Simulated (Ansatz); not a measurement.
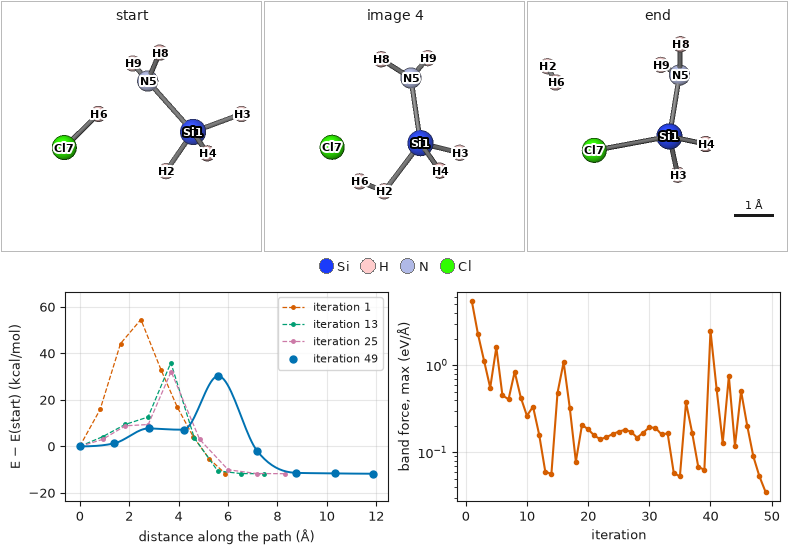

A nudged-elastic-band calculation for SiNH6Cl. Images are numbered from 0 (start) to 8 (end). The plot follows the band through its iterations. A ball-and-stick model, seen at a tilt.

Theory: Ansatz 0.2.0, UKS PBE-D4/def2-SVP. Settings: 7 movable images; climbing image; force threshold 0.05 eV/Å; iteration limit 60; starting path through a guess of the saddle point.

### Did the band converge, and can the barrier be trusted?

The run is converged, with reservations. The band converged in 49 iterations. The largest component of the band force went from 5.4 to 0.035 eV/Å. The climbing image converged on the top of the path. Its vibrational analysis gives one imaginary mode (714i cm⁻¹), as a transition state must have. The first iteration put the highest image at 54.6 kcal/mol. Forward barrier 30.3 kcal/mol, backward barrier 42.0 kcal/mol, with image 4 at the top; the reaction energy is −11.7 kcal/mol.
